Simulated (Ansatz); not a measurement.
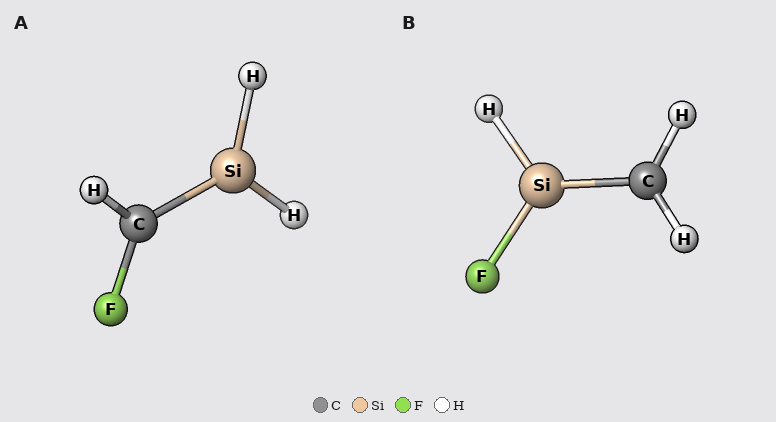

2 stationary structures of one formula. Geometries: PBE0-D4/def2-TZVP. Electronic energies: RHF-CCSD(T) (frozen core)/def2-TZVPP (Ansatz 0.2.0), without zero-point energy. No frequency run is at hand to confirm each as a minimum.

Which structure is the most stable?

Answer. B is lowest (Cs); A lies 55.3 kcal/mol above it (Cs).
